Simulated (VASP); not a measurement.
Band structure of CdBr2 (space group R-3m). Level of theory: PBEsol GGA, VASP's PBE PAW potentials (set 64) (plane waves; VASP 6.6.1).

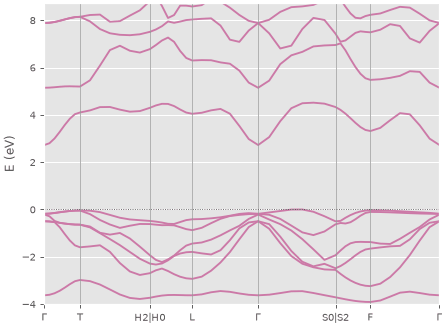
Figure: Bands along high-symmetry lines, zero at the valence-band maximum or, without a gap, the Fermi level

Read the plot: is there a gap, and where are the band edges?

The gap is indirect, 2.73 eV, from the valence maximum at Γ-S0 at 0.57 to the conduction minimum at Γ.

The structure comes from a measured CdBr2 entry of the Crystallography Open Database, whose conditions weren't checked. The cell was not relaxed at this level.
